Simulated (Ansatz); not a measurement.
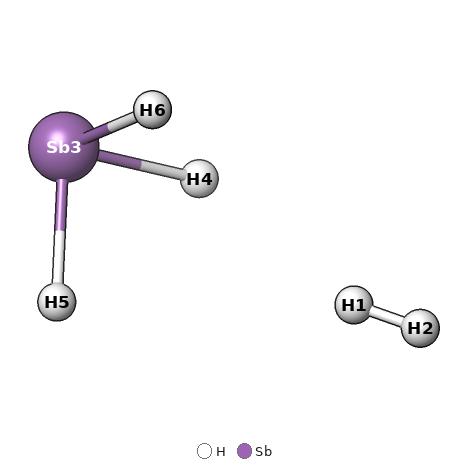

Numbered structure. Computed geometry: PBE-D4/def2-SVP optimisation. No frequency run is at hand to confirm it as a minimum.

Estimate the angles H4–Sb3–H5, H4–Sb3–H6, H5–Sb3–H6.

```
    angle  degrees
H4–Sb3–H5     90.3
H4–Sb3–H6     90.3
H5–Sb3–H6     90.3
```
